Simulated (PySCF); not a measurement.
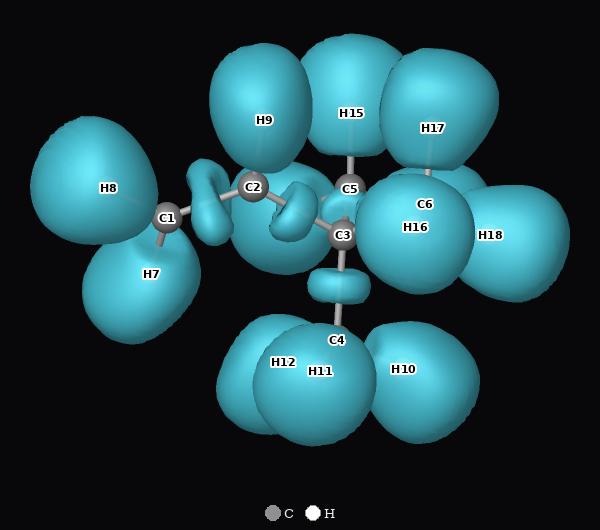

C$_{6}$H$_{12}$ (SMILES [CH2][CH+]C(C)(C)C) (charge +1, doublet). Isosurface of the electron localisation function at 0.8 (cyan), seen at an oblique angle. Only the valence region is drawn (cores and ρ < 0.01 e/Å³ removed).

Geometry: GFN2-xTB.

These are results of PySCF 2.14.0, density-fitted response routines, UKS B3LYP, pcH-1 on C H, non-relativistic, mean-field spin-orbit, GIAO, not measurements.

```xyz
18

C     2.0589   -0.1726    0.8777
C     1.1160    0.5509    0.2727
C    -0.2189    0.0480   -0.2193
C    -0.2543   -1.4195   -0.5762
C    -0.9686    0.3135    1.1386
C    -0.8018    0.9231   -1.3060
H     1.8995   -1.1626    1.2794
H     3.0709    0.2000    0.9611
H     1.2642    1.6104    0.0931
H    -1.2575   -1.7095   -0.8818
H     0.4031   -1.6302   -1.4204
H     0.0583   -2.0526    0.2509
H    -0.6044   -0.3250    1.9378
H    -2.0114    0.0648    0.9326
H    -0.9151    1.3544    1.4466
H    -0.1957    0.8556   -2.2105
H    -0.8509    1.9673   -1.0064
H    -1.8010    0.5904   -1.5816
```

Question: Describe the localisation domains.

Answer: The surface consists of five regions between bonded C–C atoms (shared pairs) and twelve regions around hydrogen nuclei. Along the contacts the grid gives the following. C–C (1.33 Å): the ELF peaks at about 0.95 between the atoms (a multiple bond). C–H (1.08 Å): the ELF climbs to about 1 towards the hydrogen, as it does in any bond to H (an ordinary covalent bond to hydrogen).
